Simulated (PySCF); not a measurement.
Vertical excitations of a molecule C₂H₆FNOSi from TDA-PBE/def2-SVPD in PySCF, as energy in eV (oscillator strength): 4.78 (0.035), 5.49 (0.000), 5.92 (0.020), 5.98 (0.035), 6.25 (0.020), 6.27 (0.067), 6.47 (0.002), 6.51 (0.073), 6.65 (0.010), 6.94 (0.049). Lowest triplet (TDA): 4.01 eV. Geometry optimised at PBE0-D3(BJ)/def2-SVP. One conformer was computed; it need not be the lowest.

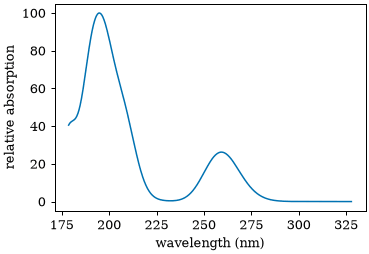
Figure: The lines broadened by 0.4 eV.

**Question.** Identify the compound among the candidates.
A) N[Si@H](O)/C=C/F
B) N[Si]1(F)COC1
C) FC/N=C/O[SiH3]
D) N[SiH2]O/C=C/F

**Answer.** D, N[SiH2]O/C=C/F
